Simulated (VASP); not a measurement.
# ZnCdSO with r2SCAN: from relaxation to properties, part 3 of 5

Aim: relax ZnCdSO, then compute properties on the relaxed cell. The cell is invented: it takes the structure of a Materials Project entry for ZnCdSeS (space group 156 there), with some of its atoms replaced by other elements, volume scaled by an estimate. It may not be a known or stable phase.

VASP 6.6.1, plane waves and PAW; the level of theory is named at each step.

So far, gap on the k-mesh (eV): step 2 (rough relaxation of the start cell) 0.643; step 3 (full relaxation (r2SCAN)) 0.620; step 4 (density, ELF and potential (r2SCAN)) 0.619.

**5. Band structure (r2SCAN)**

Level of this step: r2SCAN; plane waves and PAW (Cd, Zn, S, O); invented cell (VASP).

The mesh alone shows little of the dispersion and can miss band extrema, so KPOINTS_OPT adds a path through the symmetry points after the self-consistent cycle.

INCAR

```
SYSTEM = ZnCdSO
PREC = Accurate
ENCUT = 520
EDIFF = 1E-06
NELM = 100
ISMEAR = 0
SIGMA = 0.05
LREAL = .FALSE.
ALGO = Normal
METAGGA = R2SCAN
LASPH = .TRUE.
NBANDS = 32
LORBIT = 11
LWAVE = .FALSE.
LCHARG = .FALSE.
KPAR = 2
```

POSCAR

```
ZnCdSO
1.0
    3.7355713009      0.0000000000      0.0000000000
   -1.8677856505      3.2350998977      0.0000000000
    0.0000000000      0.0000000000      5.9552773176
Cd Zn S O
1 1 1 1
Direct
    0.0000000000      0.0000000000      0.4654295487
    0.3333333300      0.6666666700      0.0314759406
    0.0000000000      0.0000000000      0.8949359676
    0.3333333300      0.6666666700      0.3601585432
```

KPOINTS

```
Automatic mesh
0
Gamma
7 7 4
0 0 0
```

KPOINTS_OPT

```
Line mode
16
Line-mode
Reciprocal
  0.00000000   0.00000000   0.00000000 GAMMA
  0.50000000   0.00000000   0.00000000 M

  0.50000000   0.00000000   0.00000000 M
  0.33333333   0.33333333   0.00000000 K

  0.33333333   0.33333333   0.00000000 K
  0.00000000   0.00000000   0.00000000 GAMMA

  0.00000000   0.00000000   0.00000000 GAMMA
  0.00000000   0.00000000   0.50000000 A

  0.00000000   0.00000000   0.50000000 A
  0.50000000   0.00000000   0.50000000 L

  0.50000000   0.00000000   0.50000000 L
  0.33333333   0.33333333   0.50000000 H

  0.33333333   0.33333333   0.50000000 H
  0.00000000   0.00000000   0.50000000 A

  0.50000000   0.00000000   0.50000000 L
  0.50000000   0.00000000   0.00000000 M

  0.33333333   0.33333333   0.00000000 K
  0.33333333   0.33333333   0.50000000 H
```

PAW data sets: Cd, Zn, S and O (PBE family, release 64).

Run with:

```
$ mpirun -np 2 vasp_std
```

Output:

```text
[... set-up lines as in an earlier step ...]
 entering main loop
       N       E                     dE             d eps       ncg     rms          rms(c)
DAV:   1     0.256451786431E+03    0.25645E+03   -0.16996E+04  1792   0.130E+03
DAV:   2    -0.311381133608E+02   -0.28759E+03   -0.26515E+03  1816   0.338E+02
DAV:   3    -0.576053708712E+02   -0.26467E+02   -0.26119E+02  2176   0.102E+02
DAV:   4    -0.580409136647E+02   -0.43554E+00   -0.43522E+00  2024   0.139E+01
DAV:   5    -0.580439379549E+02   -0.30243E-02   -0.30242E-02  2144   0.110E+00    0.125E+01
DAV:   6    -0.472172807814E+02    0.10827E+02   -0.55964E+00  2216   0.463E+01    0.114E+01
DAV:   7    -0.473842118848E+02   -0.16693E+00   -0.22571E+00  2112   0.116E+01    0.732E+00
DAV:   8    -0.474337327014E+02   -0.49521E-01   -0.46271E-01  2272   0.604E+00    0.202E+00
DAV:   9    -0.473967344541E+02    0.36998E-01   -0.14902E-01  2168   0.382E+00    0.753E-01
DAV:  10    -0.473973844064E+02   -0.64995E-03   -0.40229E-02  1920   0.159E+00    0.386E-01
DAV:  11    -0.473961491759E+02    0.12352E-02   -0.72676E-03  2248   0.652E-01    0.116E-01
DAV:  12    -0.473962031524E+02   -0.53977E-04   -0.89957E-04  2032   0.187E-01    0.967E-02
DAV:  13    -0.473962183023E+02   -0.15150E-04   -0.20923E-04  2008   0.766E-02    0.452E-02
DAV:  14    -0.473962294796E+02   -0.11177E-04   -0.11971E-05  2016   0.257E-02    0.111E-02
DAV:  15    -0.473962297077E+02   -0.22812E-06   -0.14655E-06  1800   0.923E-03
   1 F= -.47396230E+02 E0= -.47396230E+02  d E =-.116978E-11
 Start KPOINTS_OPT (optional k-point list driver)
k-point batch [1-28\144]
       N       E                     dE             ncg
DAV:   1     0.369547170202E+04   -0.20299E+05     1792
DAV:   2    -0.419459326122E+04   -0.78901E+04     1816
DAV:   3    -0.490007574038E+04   -0.70548E+03     2144
DAV:   4    -0.491171239762E+04   -0.11637E+02     2016
DAV:   5    -0.491178557652E+04   -0.73179E-01     2168
DAV:   6    -0.491178646750E+04   -0.89098E-03     1976
DAV:   7    -0.491178648174E+04   -0.14243E-04     2208
DAV:   8    -0.491178648197E+04   -0.22579E-06     1528
[...]
k-point batch [141-144\144]
       N       E                     dE             ncg
DAV:   1     0.309491143924E+05   -0.45023E+04      256
DAV:   2     0.298325861785E+05   -0.11165E+04      256
DAV:   3     0.297324842207E+05   -0.10010E+03      328
DAV:   4     0.297309398026E+05   -0.15444E+01      288
DAV:   5     0.297309299916E+05   -0.98110E-02      320
DAV:   6     0.297309298693E+05   -0.12225E-03      264
DAV:   7     0.297309298675E+05   -0.18896E-05      320
DAV:   8     0.297309298674E+05   -0.29300E-07      208
```

The job ended after 2.5 min (2 MPI ranks of Intel Xeon 6975P-C (Granite Rapids), shared host; peak memory 0.5 GiB).

From OUTCAR (step 5):

```text
   k-points           NKPTS =     28   k-points in BZ     NKDIM =     28   number of bands    NBANDS=     32

   NELECT =      36.0000    total number of electrons

 E-fermi :   1.5132

 k-point     1 :       0.0000    0.0000    0.0000
  band No.  band energies     occupation
    ...
     14       0.0197      2.00000
     15       0.0197      2.00000
     16       0.7943      2.00000
     17       1.2934      2.00000
     18       1.2934      2.00000
     19       1.9126      0.00000
     20       5.6991      0.00000
     21       9.1533      0.00000
     22       9.1534      0.00000
     23       9.6684      0.00000
    ...

  Total       -0.0155028     -0.0155028     -0.0316744      0.0000000      0.0000000     -0.0000000
  in kB       -0.3451234     -0.3451235     -0.7051351      0.0000000      0.0000000     -0.0000000
  external PRESSURE =      -0.4651273 kB  Pullay stress =       0.0000000 kB

 POSITION                                       TOTAL-FORCE (eV/Angst)
 -----------------------------------------------------------------------------------
      0.00000      0.00000      2.77176        -0.000000      0.000000     -0.000939
     -0.00000      2.15673      0.18745        -0.000000      0.000000      0.000211
      0.00000      0.00000      5.32959        -0.000000      0.000000     -0.007092
     -0.00000      2.15673      2.14484         0.000000     -0.000000      0.007820
 -----------------------------------------------------------------------------------
    total drift:                                0.000008     -0.000014      0.048102

  FREE ENERGIE OF THE ION-ELECTRON SYSTEM (eV)
  ---------------------------------------------------
  free  energy   TOTEN  =       -47.3962297077 eV

  energy  without entropy=      -47.3962297077  energy(sigma->0) =      -47.39622971

[... 7 parts as in an earlier step ...]

[... 9 further parts left out ...]
```

Spin-orbit coupling is off here; it would split degenerate levels.

Numbers from this step:

```yaml
scf_cycles: 15
bands: 32
fermi_energy: 1.513 eV
pressure: -0.04651 GPa
least_gap_on_mesh_and_path: 0.619 eV
least_direct_gap_on_mesh_and_path: 0.6192 eV
```

The electronic bands at the labelled points (eV, zero at the valence-band top; v1 is the highest filled band, c1 the lowest empty one):

| point | v4 | v3 | v2 | v1 | c1 | c2 | c3 | c4 |
| --- | --- | --- | --- | --- | --- | --- | --- | --- |
| Γ | -1.27 | -0.50 | 0.00 | 0.00 | 0.62 | 4.41 | 7.86 | 7.86 |
| M | -3.00 | -2.42 | -1.65 | -0.95 | 4.48 | 4.87 | 5.75 | 6.56 |
| K | -3.36 | -2.23 | -2.20 | -1.93 | 5.35 | 5.69 | 7.02 | 7.32 |
| Γ | -1.27 | -0.50 | 0.00 | 0.00 | 0.62 | 4.41 | 7.86 | 7.86 |
| A | -1.15 | -1.15 | -0.11 | -0.11 | 2.93 | 4.30 | 5.96 | 7.86 |
| L | -2.08 | -1.93 | -1.29 | -1.21 | 3.88 | 4.70 | 6.31 | 7.10 |
| H | -3.24 | -2.57 | -1.77 | -0.98 | 5.29 | 5.67 | 6.32 | 7.38 |
| A | -1.15 | -1.15 | -0.11 | -0.11 | 2.93 | 4.30 | 5.96 | 7.86 |
| jump to L | -2.08 | -1.93 | -1.29 | -1.21 | 3.88 | 4.70 | 6.31 | 7.10 |
| M | -3.00 | -2.42 | -1.65 | -0.95 | 4.48 | 4.87 | 5.75 | 6.56 |
| jump to K | -3.36 | -2.23 | -2.20 | -1.93 | 5.35 | 5.69 | 7.02 | 7.32 |
| H | -3.24 | -2.57 | -1.77 | -0.98 | 5.29 | 5.67 | 6.32 | 7.38 |

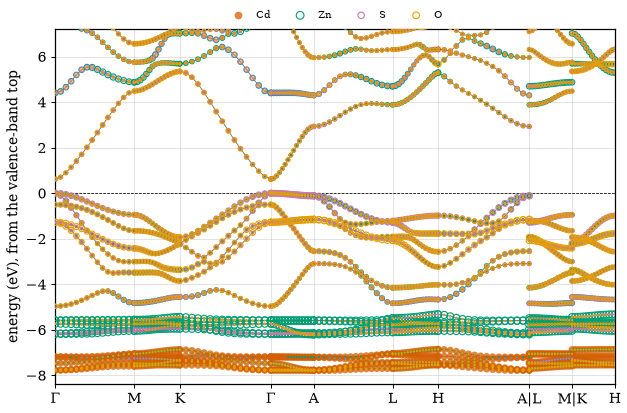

Electronic bands along the path; dots are coloured as in the legend, and their area grows with the weight.

The path finds the gap of the mesh within 0.02 eV, so the mesh comes close to both band edges.

**6. Density of states (r2SCAN)**

Here the states are counted by energy and projected on the atoms. The mesh is finer than in the run before.

Changes to INCAR since step 5:

```diff
@@ -5,3 +5,3 @@
 NELM = 100
-ISMEAR = 0
+ISMEAR = -5
 SIGMA = 0.05
@@ -16 +16,2 @@
 KPAR = 2
+NEDOS = 2001
```

POSCAR is that of step 5.

KPOINTS

```
Automatic mesh
0
Gamma
10 10 6
0 0 0
```

Run with:

```
$ mpirun -np 2 vasp_std
```

Output:

```text
[... set-up lines as in an earlier step ...]
 entering main loop
       N       E                     dE             d eps       ncg     rms          rms(c)
DAV:   1     0.254772415592E+03    0.25477E+03   -0.17202E+04  4608   0.130E+03
DAV:   2    -0.313672769438E+02   -0.28614E+03   -0.26415E+03  4712   0.338E+02
DAV:   3    -0.576099797405E+02   -0.26243E+02   -0.25888E+02  5600   0.102E+02
DAV:   4    -0.580417385608E+02   -0.43176E+00   -0.43140E+00  5184   0.138E+01
DAV:   5    -0.580447105329E+02   -0.29720E-02   -0.29719E-02  5544   0.110E+00    0.125E+01
DAV:   6    -0.472171431314E+02    0.10828E+02   -0.55859E+00  5680   0.463E+01    0.113E+01
DAV:   7    -0.473853048374E+02   -0.16816E+00   -0.22694E+00  5368   0.116E+01    0.732E+00
DAV:   8    -0.474353268999E+02   -0.50022E-01   -0.46503E-01  5984   0.607E+00    0.203E+00
DAV:   9    -0.473977876495E+02    0.37539E-01   -0.15036E-01  5592   0.384E+00    0.757E-01
DAV:  10    -0.473984414582E+02   -0.65381E-03   -0.40723E-02  5056   0.159E+00    0.388E-01
DAV:  11    -0.473971992937E+02    0.12422E-02   -0.73571E-03  5760   0.655E-01    0.117E-01
DAV:  12    -0.473972532825E+02   -0.53989E-04   -0.91103E-04  5312   0.189E-01    0.983E-02
DAV:  13    -0.473972670486E+02   -0.13766E-04   -0.21376E-04  5192   0.775E-02    0.450E-02
DAV:  14    -0.473972782361E+02   -0.11187E-04   -0.12079E-05  5208   0.261E-02    0.112E-02
DAV:  15    -0.473972784469E+02   -0.21078E-06   -0.15265E-06  4728   0.927E-03
   1 F= -.47397278E+02 E0= -.47397278E+02  d E =0.000000E+00
```

Wall time 2 min (2 MPI ranks); peak memory 0.61 GiB; 3.9 min of CPU time.

From OUTCAR (step 6):

```text
   k-points           NKPTS =     72   k-points in BZ     NKDIM =     72   number of bands    NBANDS=     32

   NELECT =      36.0000    total number of electrons

 E-fermi :   1.3107

 k-point     1 :       0.0000    0.0000    0.0000
  band No.  band energies     occupation
    ...
     14       0.0196      2.00000
     15       0.0196      2.00000
     16       0.7936      2.00000
     17       1.2921      2.00000
     18       1.2921      2.00000
     19       1.9128      0.00000
     20       5.6981      0.00000
     21       9.1522      0.00000
     22       9.1524      0.00000
     23       9.6680      0.00000
    ...

  Total       -0.0180100     -0.0180100     -0.0289646      0.0000000      0.0000000     -0.0000000
  in kB       -0.4009380     -0.4009380     -0.6448091      0.0000000      0.0000000     -0.0000000
  external PRESSURE =      -0.4822284 kB  Pullay stress =       0.0000000 kB

 POSITION                                       TOTAL-FORCE (eV/Angst)
 -----------------------------------------------------------------------------------
      0.00000      0.00000      2.77176         0.000000      0.000000     -0.001317
     -0.00000      2.15673      0.18745         0.000000     -0.000000      0.001406
      0.00000      0.00000      5.32959         0.000000      0.000000     -0.007040
     -0.00000      2.15673      2.14484        -0.000000     -0.000000      0.006951
 -----------------------------------------------------------------------------------
    total drift:                                0.000008     -0.000014      0.048065

  FREE ENERGIE OF THE ION-ELECTRON SYSTEM (eV)
  ---------------------------------------------------
  free  energy   TOTEN  =       -47.3972784469 eV

  energy  without entropy=      -47.3972784469  energy(sigma->0) =      -47.39727845

[... 6 parts as in an earlier step ...]

[... 10 further parts left out ...]
```

Numbers from this step:

```
irreducible k-points           : 72
Fermi energy                   : 1.311 eV
pressure                       : -0.04822 GPa
gap on the k-mesh              : 0.6207 eV
least direct gap on the k-mesh : 0.6207 eV
```

The density of states has structure finer than the step of the table below, so its rows give means over 0.5 eV, whole bins alone (the curve runs from -6.51 to 8.60 eV). Peaks (eV: height): total -6.07: 18.7, -5.76: 14.6, -5.60: 28.5, -1.16: 7.43; Zn d -6.07: 14.8, -5.76: 12.3, -5.60: 25.8; Cd d -6.07: 0.346, -5.76: 0.464, -5.60: 0.889, -4.61: 0.203, -1.16: 0.372.

States under -6.5 eV and over 8.6 eV are left out, among them most of the Cd d (centred near -7.4 eV) states; flat bands give spikes narrower than the energy grid, so sums over such rows miss the true count of states. Table of density of states by energy, zero at the valence-band top; means over each step; values in states/eV/cell:

| energy (eV) | total | Zn d | Cd d |
| --- | --- | --- | --- |
| -6.0 | 11.1 | 9.04 | 0.223 |
| -5.5 | 7.27 | 6.45 | 0.234 |
| -5.0 | 0.123 | 0.0122 | 0.00654 |
| -4.5 | 2.43 | 0.243 | 0.113 |
| -4.0 | 2.08 | 0.314 | 0.0949 |
| -3.5 | 2.13 | 0.271 | 0.113 |
| -3.0 | 1.88 | 0.160 | 0.0946 |
| -2.5 | 2.92 | 0.210 | 0.151 |
| -2.0 | 3.53 | 0.253 | 0.188 |
| -1.5 | 3.75 | 0.287 | 0.209 |
| -1.0 | 3.85 | 0.341 | 0.172 |
| -0.5 | 1.18 | 0.143 | 0.0308 |
| 0.0 | 0.231 | 0.0306 | 0.00436 |
| 0.5 | 2.0e-4 | 0 | 0 |
| 1.0 | 0.0227 | 1.2e-4 | 6.9e-5 |
| 1.5 | 0.0922 | 7.5e-4 | 5.4e-4 |
| 2.0 | 0.170 | 0.00123 | 7.4e-4 |
| 2.5 | 0.284 | 0.00148 | 0.00110 |
| 3.0 | 0.453 | 0.00185 | 0.00192 |
| 3.5 | 0.635 | 0.00215 | 0.00348 |
| 4.0 | 1.13 | 0.00852 | 0.0117 |
| 4.5 | 0.867 | 0.00781 | 0.0106 |
| 5.0 | 1.24 | 0.0240 | 0.0120 |
| 5.5 | 2.10 | 0.0456 | 0.0250 |
| 6.0 | 2.12 | 0.0608 | 0.0325 |
| 6.5 | 2.27 | 0.0676 | 0.0279 |
| 7.0 | 1.63 | 0.0332 | 0.0298 |
| 7.5 | 2.69 | 0.0619 | 0.0501 |
| 8.0 | 1.98 | 0.0554 | 0.0292 |

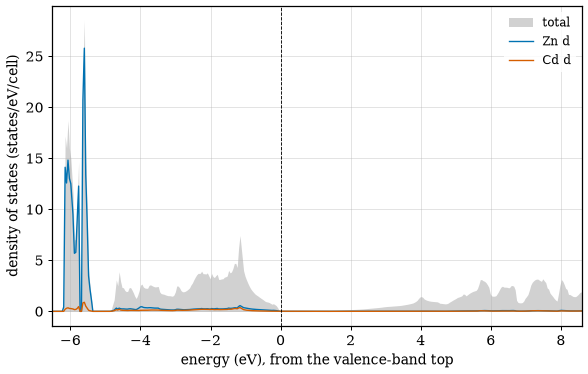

Density of states against energy.

The gap on this mesh is 0.62 eV.

**7. A semilocal run for the hybrid's start**

This step: PBE; plane waves and PAW (Cd, Zn, S, O); invented cell (VASP 6.6.1).

A hybrid converges badly from random orbitals, so a cheap semilocal run writes a WAVECAR on the same mesh first.

INCAR

```
SYSTEM = ZnCdSO
PREC = Accurate
ENCUT = 520
EDIFF = 1E-05
NELM = 100
ISMEAR = 0
SIGMA = 0.05
LREAL = .FALSE.
ALGO = Normal
GGA = PE
NBANDS = 24
LORBIT = 11
LWAVE = .TRUE.
LCHARG = .FALSE.
KPAR = 2
```

POSCAR is that of step 6.

KPOINTS

```
Automatic mesh
0
Gamma
4 4 3
0 0 0
```

Run with:

```
$ mpirun -np 2 vasp_std
```

Output:

```text
[banner, memory and clock lines left out]
running    2 mpi-ranks, on    1 nodes
 distrk:  each k-point on    1 cores,    2 groups
 distr:  one band on    1 cores,    1 groups

 POSCAR found type information on POSCAR CdZnS O
 POSCAR found :  4 types and       4 ions
 LDA part: xc-table for (Slater+PW92), standard interpolation
 POSCAR, INCAR and KPOINTS ok, starting setup
 FFT: planning ... GRIDC
 FFT: planning ... GRID_SOFT
 FFT: planning ... GRID
 WAVECAR not read
 entering main loop
       N       E                     dE             d eps       ncg     rms          rms(c)
DAV:   1     0.277191177536E+03    0.27719E+03   -0.17795E+04   432   0.167E+03
DAV:   2     0.566149164982E+01   -0.27153E+03   -0.26074E+03   472   0.395E+02
DAV:   3    -0.168235464563E+02   -0.22485E+02   -0.22292E+02   536   0.115E+02
DAV:   4    -0.171454992458E+02   -0.32195E+00   -0.32184E+00   480   0.149E+01
DAV:   5    -0.171494235448E+02   -0.39243E-02   -0.39242E-02   528   0.156E+00    0.132E+01
DAV:   6    -0.145934836728E+02    0.25559E+01   -0.84779E+00   632   0.556E+01    0.920E+00
DAV:   7    -0.146340897868E+02   -0.40606E-01   -0.26249E+00   432   0.131E+01    0.632E+00
DAV:   8    -0.146523422268E+02   -0.18252E-01   -0.74242E-01   520   0.657E+00    0.164E+00
DAV:   9    -0.146094522254E+02    0.42890E-01   -0.25535E-01   576   0.513E+00    0.525E-01
DAV:  10    -0.146096600857E+02   -0.20786E-03   -0.34893E-02   464   0.149E+00    0.119E-01
DAV:  11    -0.146100119147E+02   -0.35183E-03   -0.23764E-03   496   0.383E-01    0.110E-01
DAV:  12    -0.146100324286E+02   -0.20514E-04   -0.22116E-04   488   0.104E-01    0.679E-02
DAV:  13    -0.146100917894E+02   -0.59361E-04   -0.13143E-04   440   0.741E-02    0.148E-02
DAV:  14    -0.146100920965E+02   -0.30708E-06   -0.75318E-06   392   0.432E-02
   1 F= -.14610092E+02 E0= -.14610087E+02  d E =-.111773E-04
 writing wavefunctions
```

It took 6 s on 2 MPI ranks; peak memory 0.37 GiB; 8.4 s of CPU time.

OUTCAR, selected parts (step 7):

```text
   k-points           NKPTS =      9   k-points in BZ     NKDIM =      9   number of bands    NBANDS=     24

   NELECT =      36.0000    total number of electrons

 E-fermi :   1.7114

 k-point     1 :       0.0000    0.0000    0.0000
  band No.  band energies     occupation
    ...
     14       0.3488      2.00000
     15       0.3488      2.00000
     16       1.1039      2.00000
     17       1.5960      1.99890
     18       1.5960      1.99890
     19       1.8196      0.00221
     20       5.4249      0.00000
     21       8.9232      0.00000
     22       8.9232      0.00000
     23       9.4505      0.00000
    ...

  Total        1.3732411      1.3732413      1.3422336     -0.0000000      0.0000000     -0.0000000
  in kB       30.5710708     30.5710755     29.8807823     -0.0000000      0.0000000     -0.0000000
  external PRESSURE =      30.3409762 kB  Pullay stress =       0.0000000 kB

 POSITION                                       TOTAL-FORCE (eV/Angst)
 -----------------------------------------------------------------------------------
      0.00000      0.00000      2.77176         0.000000      0.000000      0.125744
     -0.00000      2.15673      0.18745         0.000000     -0.000000     -0.179640
      0.00000      0.00000      5.32959         0.000000      0.000000     -0.091324
     -0.00000      2.15673      2.14484        -0.000000      0.000000      0.145220
 -----------------------------------------------------------------------------------
    total drift:                                0.000029     -0.000026     -0.000309

  FREE ENERGIE OF THE ION-ELECTRON SYSTEM (eV)
  ---------------------------------------------------
  free  energy   TOTEN  =       -14.6100920965 eV

  energy  without entropy=      -14.6100809191  energy(sigma->0) =      -14.61008651

[... 6 parts as in an earlier step ...]

[... 10 further parts left out ...]
```

At this level the cell is under a pressure of 3.0 GPa, so at these settings it is away from equilibrium.

Numbers from this step:

```
SCF cycles                     : 14
bands                          : 24
irreducible k-points           : 9
free energy (TOTEN)            : -14.61 eV
Fermi energy                   : 1.711 eV
pressure                       : 3.034 GPa
gap on the k-mesh              : 0.2236 eV
least direct gap on the k-mesh : 0.2236 eV
```

Force by atom:

| atom | x (eV/Å) | y (eV/Å) | z (eV/Å) | size |
| --- | --- | --- | --- | --- |
| Cd1 | 0.000 | 0.000 | 0.126 | 0.126 |
| Zn2 | 0.000 | 0.000 | -0.180 | 0.180 |
| S3 | 0.000 | 0.000 | -0.091 | 0.091 |
| O4 | 0.000 | 0.000 | 0.145 | 0.145 |

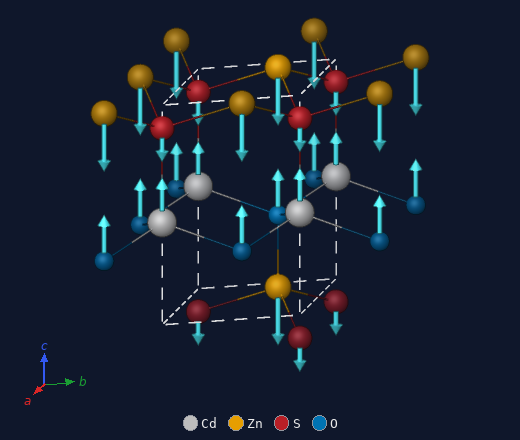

Force as arrows, the longest 0.180 eV/Å. Some periodic images of atoms are drawn too.

(Continued in part 4 of 5.)

[Lines on the potential files, build, host, timing and source positions are cut from VASP's logs without a mark.]

[Logs are printed without paths, hosts, clocks, repeated set-up lines and the standing remarks that a program may print on its own settings, such as how far it seeks lower states.]

[Hosts, paths, dates, database ids (printed as entryN), source tags and the programs' standing remarks are cut or masked in the printed files.]

[A measured line is paired with the nearest computed mode of its activity, which favours agreement.]
